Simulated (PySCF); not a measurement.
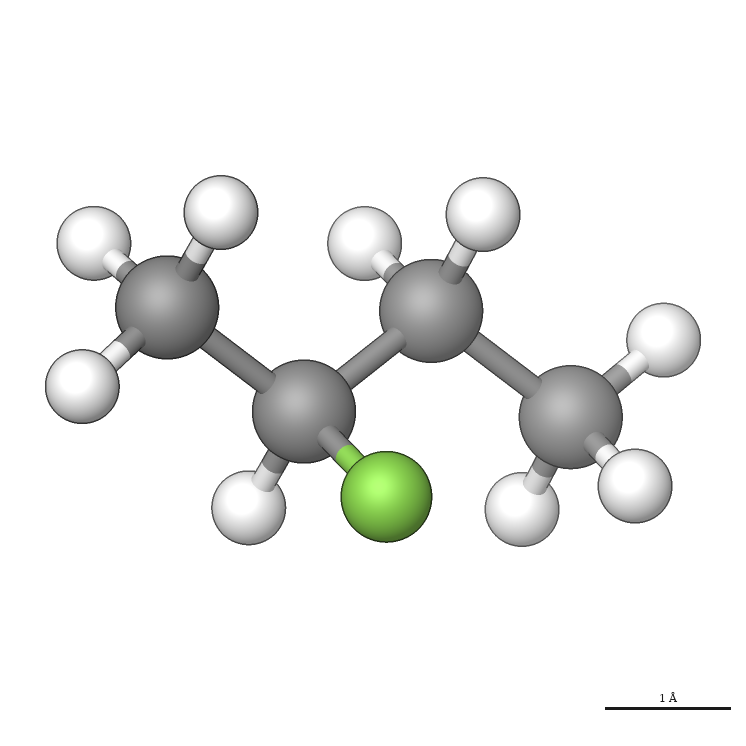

A ball-and-stick model of a molecule. Colours: carbon grey, fluorine green, hydrogen white.

**Count the atoms of each element.**

C4H9F, 14 atoms: 4 carbon, 9 hydrogen and 1 fluorine.

**Does it have rings?**

It has no ring.

The parts below concern this one geometry. Atoms keep their numbers from picture to picture. The geometry was computed by an optimisation with PBE0-D3(BJ)/def2-SVP. No frequency run is at hand to confirm it as a minimum.

## Shape

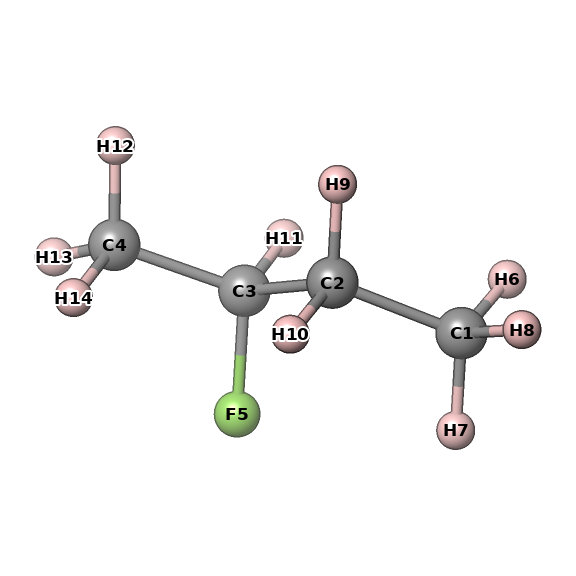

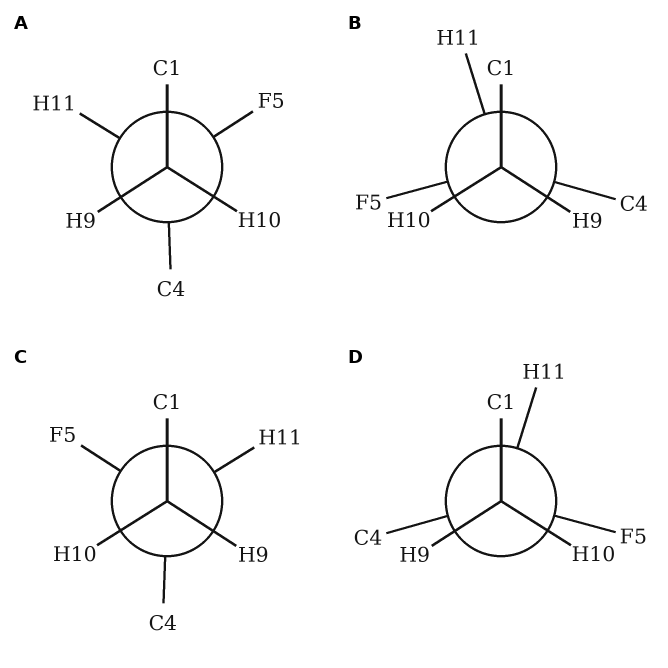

Depth is shown by fading: the farther an atom, the more it takes the colour of the background. Bonds that would overlap in a projection are set slightly apart. No frequency run is at hand to confirm it as a minimum.

**Which Newman projection shows the view along C2–C3, with C2 in front?**

A. The torsion angle C1–C2–C3–F5 is 57°, synclinal (gauche).

## NMR shielding

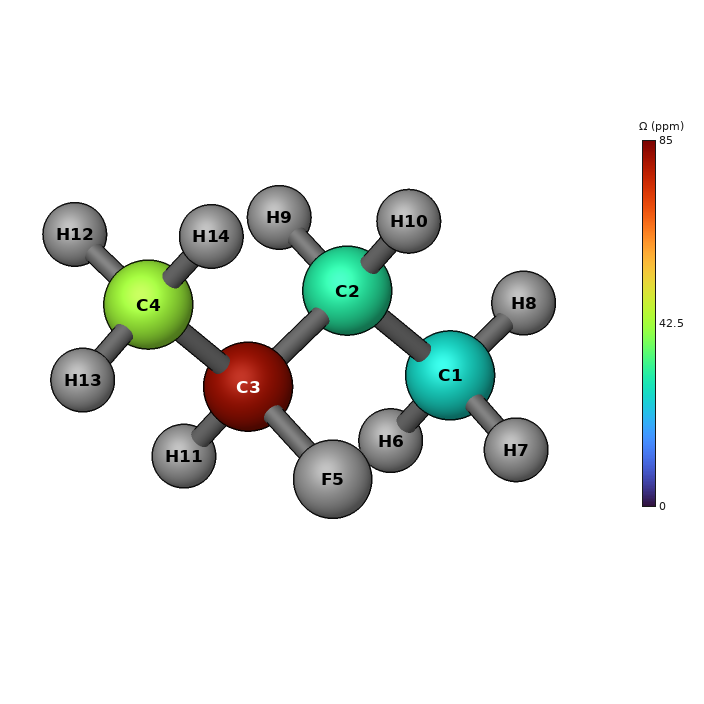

The C atoms are coloured by the span of their shielding tensor. No frequency run is at hand to confirm it as a minimum. Properties computed with GIAO CAM-B3LYP/pcSseg-1 NMR shielding, non-relativistic, gas phase (PySCF 2.14.0). Principal shieldings σ11 ≤ σ22 ≤ σ33, span Ω = σ33 − σ11, skew κ = 3(σiso − σ22)/Ω.

**Which C atom has the most anisotropic shielding?**

C3, with a span of 81 ppm.

Give the shielding tensors of the C atoms.

| atom | σ11 | σ22 | σ33 | σiso | Ω | κ |
| --- | --- | --- | --- | --- | --- | --- |
| C1 | 157.7 | 170.2 | 183.8 | 170.6 | 26.1 | 0.04 |
| C2 | 137.1 | 140.6 | 167.7 | 148.5 | 30.6 | 0.78 |
| C3 | 56.5 | 75.8 | 137.7 | 90.0 | 81.1 | 0.52 |
| C4 | 141.0 | 150.7 | 183.7 | 158.5 | 42.7 | 0.55 |

Shieldings and span in ppm.

## Dipole moment

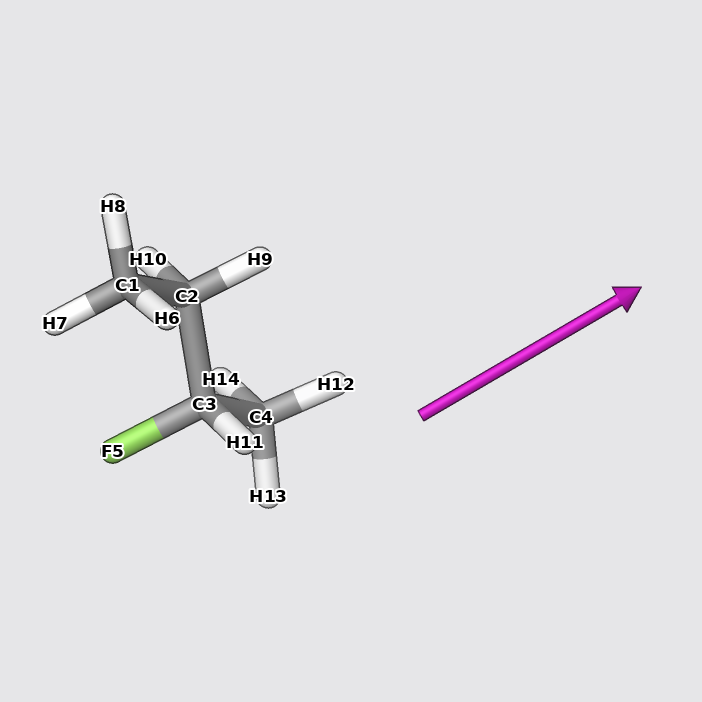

The arrow beside the molecule shows the direction of the dipole moment, from the negative to the positive end (its length means nothing). No frequency run is at hand to confirm it as a minimum. Properties computed with CAM-B3LYP/pcSseg-1, gas phase (PySCF 2.14.0).

**Estimate the dipole moment.**

1.84 D; it points from the side of F5 to the side of H9, H12 (the outermost atoms at the two ends).

## Charges

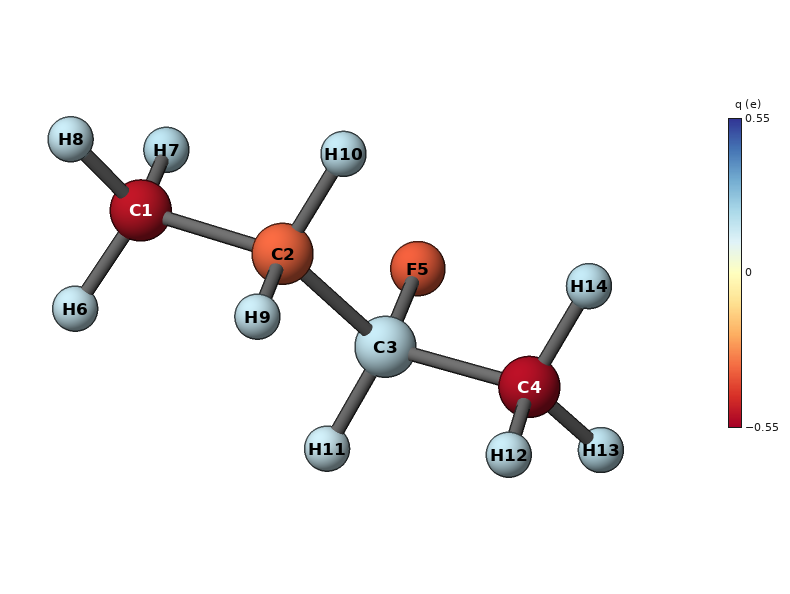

Atoms are coloured by their Mulliken charges. No frequency run is at hand to confirm it as a minimum. Method: PBE0/6-31G, gas phase (PySCF 2.14.0).

**Which atom carries the highest charge (most positive or least negative)?**

H7 (0.19 e).

**And the lowest?**

C4 (−0.51 e).

Give the Mulliken charges atom by atom.

```json
{"atom": "C1", "value (e)": "−0.50"}
{"atom": "C2", "value (e)": "−0.34"}
{"atom": "C3", "value (e)": "0.17"}
{"atom": "C4", "value (e)": "−0.51"}
{"atom": "F5", "value (e)": "−0.36"}
{"atom": "H6", "value (e)": "0.16"}
{"atom": "H7", "value (e)": "0.19"}
{"atom": "H8", "value (e)": "0.17"}
{"atom": "H9", "value (e)": "0.16"}
{"atom": "H10", "value (e)": "0.17"}
{"atom": "H11", "value (e)": "0.15"}
{"atom": "H12", "value (e)": "0.17"}
{"atom": "H13", "value (e)": "0.18"}
{"atom": "H14", "value (e)": "0.18"}
```

Mulliken values depend strongly on the basis set and can even reverse the polarity of a bond.
